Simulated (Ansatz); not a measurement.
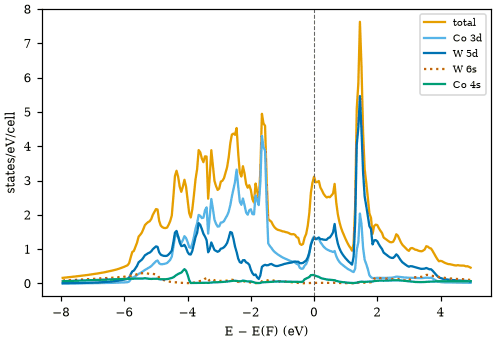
Fig. 1. Total and projected density of states of CoW (rock salt, Fm-3m), PBEsol in the plane-wave PAW code Ansatz

### Question
Which orbitals carry the states next to the Fermi level?

### Answer
Within 0.5 eV of the Fermi level: W 5d 47 %, Co 3d 41 %, Co 4s 6 %. Projections are on Löwdin-orthogonalised atomic valence shells; empty p or d shells of many metals are not among them.

### Question
Where is the tallest occupied peak in this window, and what makes it?

### Answer
Near -1.6 eV, about 4.9 states/eV per cell; the largest projected share is Co 3d.

The start of the workflow was typed in or built on a structure type; neither database checked (COD, Materials Project) lists it. Whether it is the stable phase at ambient conditions was not checked. The cell was relaxed with PBEsol under the symmetry of its start. At this level the phase is mechanically unstable. The workflow began spin-polarised and lost its moments. Its formation energy is positive at this level, so the cell may be metastable or incomplete. Scalar-relativistic: spin–orbit coupling is off unless named, which matters more the heavier the elements.

Potentials: the later of the program's two PAW sets.
